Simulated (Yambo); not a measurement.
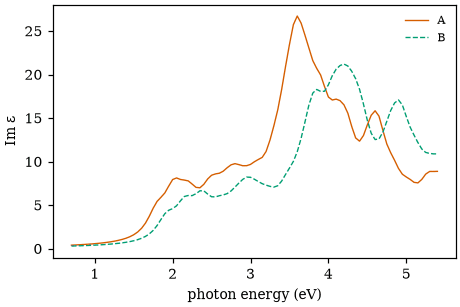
Figure: Two computed absorption spectra of SnSe2 (CdI2 type, space group P-3m1, No. 164) (Yambo, PBEsol bands with the same scissor, field along x)

Axes are Cartesian, with cell vectors (Å) (3.84, 0.00, 0.00), (-1.92, 3.33, 0.00), (0.00, 0.00, 6.49).

Q: Which curve includes the electron-hole attraction (BSE), and where are its main peaks?

A: Curve A: the attraction moves weight to lower energy (centre of the plotted range 3.6 eV against 3.9 eV). Its peaks lie at 2.0 eV, 3.6 eV, 4.6 eV, 5.4 eV. Settings: 6×6×4 mesh, 10 valence and 6 conduction bands, static screening with 106 bands and a 4 Ry block, scissor 0.82 eV, Tamm-Dancoff. The scissor comes from a G0W0 run whose convergence isn't established. Broadening 0.15 eV. The band window holds all transitions up to 5.4 eV. Fine structure above the onset can come from the mesh.

The standard potentials for Se, Sn keep a d shell in the valence without the s and p states of that shell. In tests on such compounds this moved G0W0 gaps by up to about 0.9 eV, so absolute quasiparticle energies here are unreliable; differences between settings are what counts.

Spin-orbit coupling is included.

Geometry of the Materials Project entry, not relaxed at this level; primitive cell a = b = 3.842 Å, c = 6.486 Å, α = β = 90.00°, γ = 120.00°.

The distance between layers or molecules is the database entry's, not relaxed here. Functionals without dispersion can leave it too large, which widens gaps and weakens the response across layers: the numbers belong to this cell.
